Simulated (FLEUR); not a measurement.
Band structure of LaB6 (Pm-3m, 7 atoms in the cell).

```yaml
crystal:
  lattice:
    - [4.18625, 0.00000, 0.00000]
    - [0.00000, 4.18625, 0.00000]
    - [0.00000, 0.00000, 4.18625]
  atoms:
    - { symbol: La, position: [0.00000, 0.00000, 0.00000] }
    - { symbol: B, position: [0.80012, 0.50000, 0.50000] }
    - { symbol: B, position: [0.19988, 0.50000, 0.50000] }
    - { symbol: B, position: [0.50000, 0.80012, 0.50000] }
    - { symbol: B, position: [0.50000, 0.19988, 0.50000] }
    - { symbol: B, position: [0.50000, 0.50000, 0.80012] }
    - { symbol: B, position: [0.50000, 0.50000, 0.19988] }
```

Level of theory: PBE, all-electron FLAPW (FLEUR), scalar-relativistic valence.

Settings: Kmax = 4.1 1/bohr; GmaxXC = 16.4 1/bohr; xcFunctional = pbe; jspins = 1; l_soc = F; mode = hist; fermiSmearingEnergy = 0.00499791 Htr; mesh (inpgen div1-3) = 7 7 7; inpgen gamma flag = false; Gmax = 16.4 1/bohr; numbands = 0; maxIterBroyd = 15; imix = Anderson; alpha = 0.05.

The starting cell comes from a database of computed structures (which also holds hypothetical and non-ambient phases and stackings), without a prior relaxation at this level. Its lattice was rescaled by a random factor within 2.5 % of one. Values depend on the basis (sphere radii, cutoffs, local orbitals), which need not be converged.

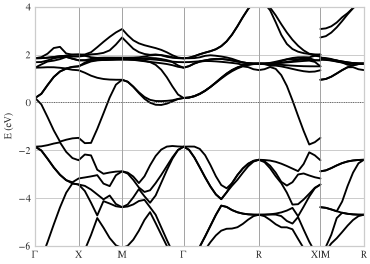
Figure: Bands along the path, energies from the Fermi level.

Levels in eV from the Fermi level, bands 11 to 18:
```
point     11     12     13     14     15    16    17    18
-----  -----  -----  -----  -----  -----  ----  ----  ----
Γ      -6.94  -1.85  -1.85  -1.85   0.18  0.18  0.18  1.45
X      -3.43  -3.43  -3.18  -2.42  -1.48  1.34  1.51  1.51
M      -4.38  -4.38  -2.88  -2.88   0.95  0.95  1.78  1.81
R      -4.70  -2.40  -2.40  -2.40   1.35  1.61  1.61  1.61
```
